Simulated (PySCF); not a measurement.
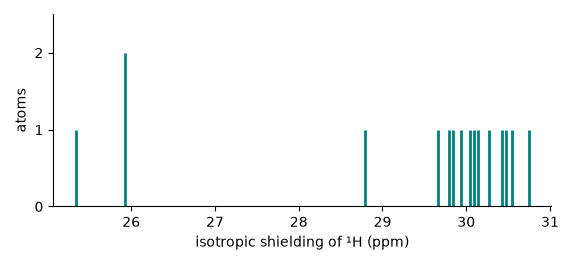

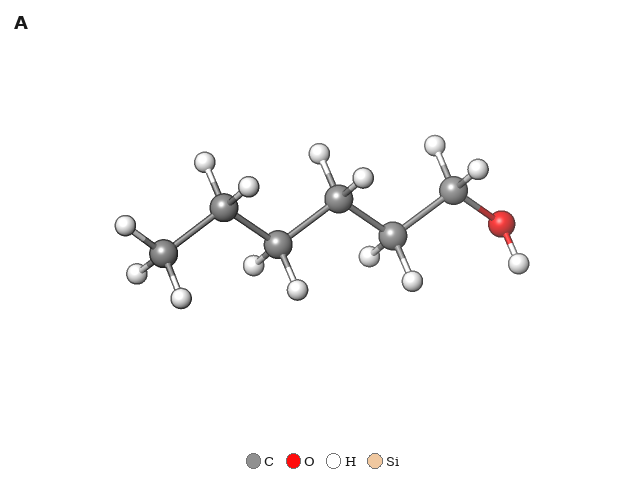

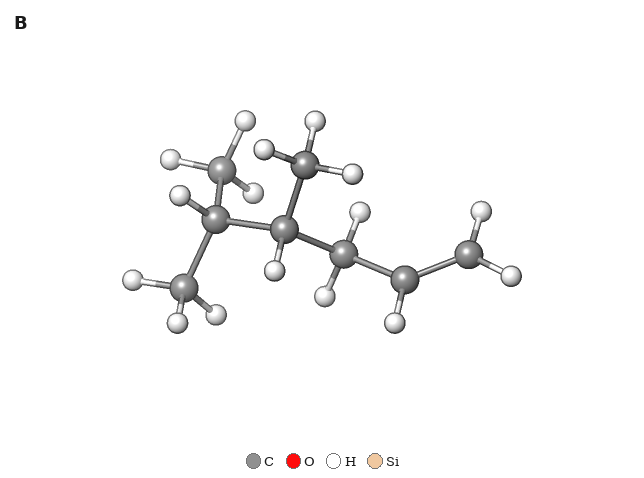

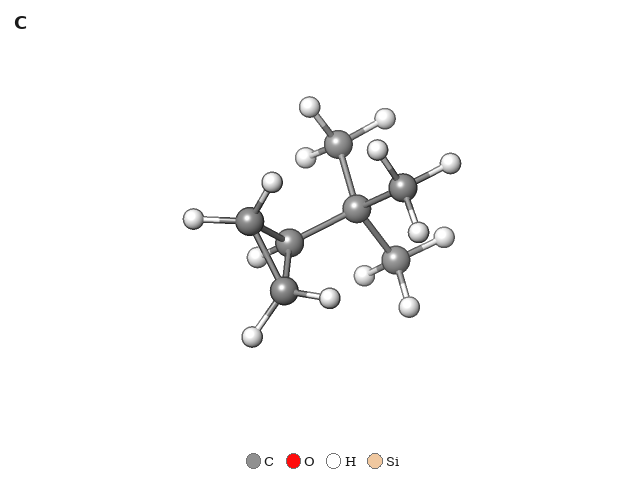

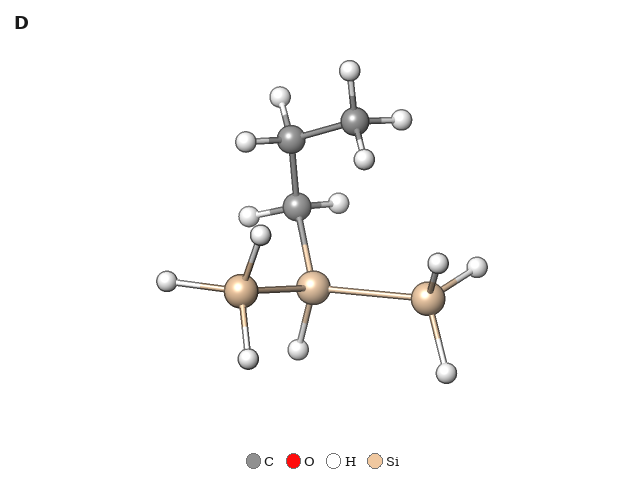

The sticks are computed shieldings of one of the molecules, for one fixed geometry (PBE0-D3(BJ)/def2-SVP) without averaging over rotations. Low shielding means a high chemical shift. Method: GIAO PBE/pcSseg-1 NMR shielding, non-relativistic, gas phase (PySCF 2.14.0).

Question: Match the spectrum to a structure.

Answer: B, `C=CC[C@@H](C)C(C)C`. Its 16 H atoms give lines at 25.34, 25.92 (2 atoms), 28.79, 29.66, 29.79, 29.84, 29.94, 30.05, 30.09, 30.14, 30.27, 30.42, 30.48, 30.54, 30.74 ppm.
